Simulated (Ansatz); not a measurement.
**Fields on a plane of Sn (beta-Sn type, space group I4_1/amd)**

```
Sn
1.0
   -2.94311     2.94311     1.59186
    2.94311    -2.94311     1.59186
    2.94311     2.94311    -1.59186
Sn
2
Direct
  0.75000   0.25000   0.50000
  0.00000   0.00000   0.00000
```

The slice is a (-1 1 0) plane (indices of the conventional cell) through the point (0.000, 0.000, 0.000) (fractional), spanned by u = [110] and v = [112] in vectors of this cell: u (3.18 Å) and v (8.32 Å, at 90° to u). It covers one period; positions are fractions (u, v).

Atoms on it: Sn at (0.00, 0.00); Sn at (0.50, 0.50).

These are r2SCAN (plane waves to 500 eV, PAW, scalar-relativistic; Ansatz, a quantum-chemistry and plane-wave program) values and carry that method's errors. k mesh 17×17×17. These are valence fields of a PAW run, semicore shells included where kept as valence: close to a nucleus they are smooth pseudo fields. Sn was relaxed with its symmetry unable to fall.

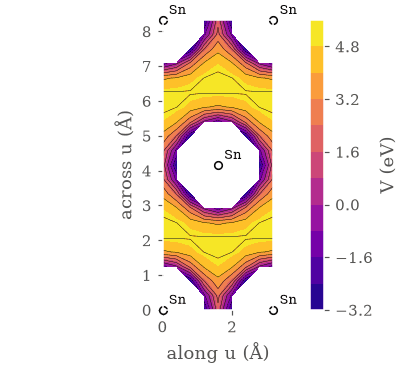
*Electrostatic potential energy of an electron, from the cell's mean, in eV, one period of the plane, atoms marked. Points within 1 Å of a nucleus are left white, as the pseudised field means little there. Values under -3 eV are set to -3. The zero, the cell's mean, hangs on the PAW cores.*

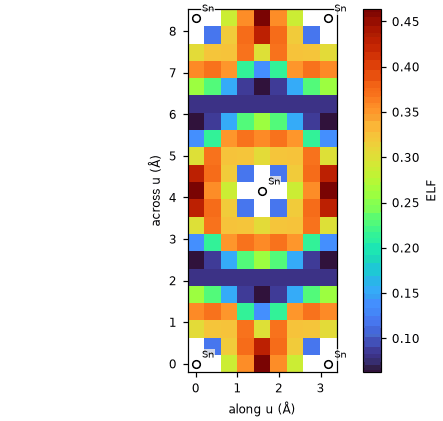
Electron localisation function (ELF), one period of the plane, atoms marked. Points within 0.5 Å of a nucleus are left white, as the pseudised field means little there.
